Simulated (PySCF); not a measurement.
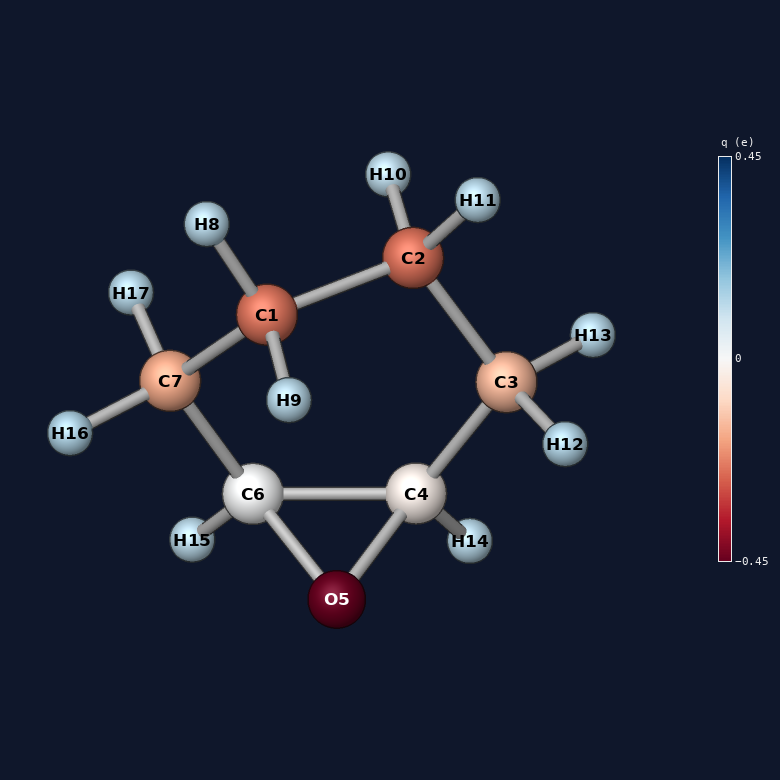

Atoms are coloured by their Mulliken charges. The computed structure is the end point of a PBE0-D3(BJ)/def2-SVP optimisation. No frequency run is at hand to confirm it as a minimum. Properties computed with PBE0/pcSseg-1 in chloroform (IEF-PCM) (PySCF 2.14.0).

Give the Mulliken charges atom by atom.

```json
{"atom": "C1", "value (e)": "−0.24"}
{"atom": "C2", "value (e)": "−0.24"}
{"atom": "C3", "value (e)": "−0.15"}
{"atom": "C4", "value (e)": "−0.03"}
{"atom": "O5", "value (e)": "−0.45"}
{"atom": "C6", "value (e)": "0.01"}
{"atom": "C7", "value (e)": "−0.17"}
{"atom": "H8", "value (e)": "0.13"}
{"atom": "H9", "value (e)": "0.12"}
{"atom": "H10", "value (e)": "0.12"}
{"atom": "H11", "value (e)": "0.13"}
{"atom": "H12", "value (e)": "0.13"}
{"atom": "H13", "value (e)": "0.13"}
{"atom": "H14", "value (e)": "0.12"}
{"atom": "H15", "value (e)": "0.12"}
{"atom": "H16", "value (e)": "0.13"}
{"atom": "H17", "value (e)": "0.13"}
```

Mulliken values depend strongly on the basis set and can even reverse the polarity of a bond.
